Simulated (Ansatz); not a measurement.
**Hypothetical P6_3/mmc SiS2: pressure series**

Base system: SiS₂ in the 2H-MoS2 type structure (space group P6_3/mmc, No. 194; a = 3.1791 Å, c = 11.3163 Å; a hypothetical phase, not in the database extracts checked; layered, stacked along the Cartesian z axis).

Cell and atoms are relaxed at each pressure.

All numbers come from PBEsol-D3(BJ), PAW, 420 eV (Ansatz, a quantum-chemistry and plane-wave program; scalar-relativistic without spin-orbit coupling), earlier PAW set.

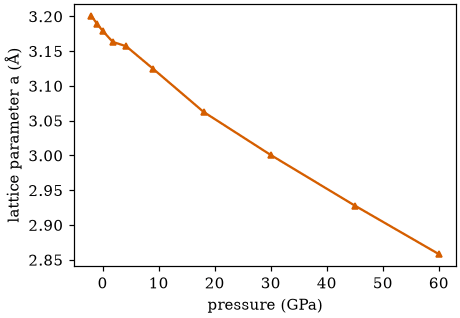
*Lattice parameter a against pressure*

### Question
From the plot, what is the lattice parameter a for pressure 1.8 GPa?

### Answer
About 3.16 Å.

### Question
Is the trend monotonic over the range shown?

### Answer
Yes, it falls throughout, spanning 2.858 Å to 3.201 Å.

Load acts through the strain it causes; cell and atoms are relaxed under it. No phonon test of stability was made. No other phases were tried under pressure. All final runs are without spin polarisation.
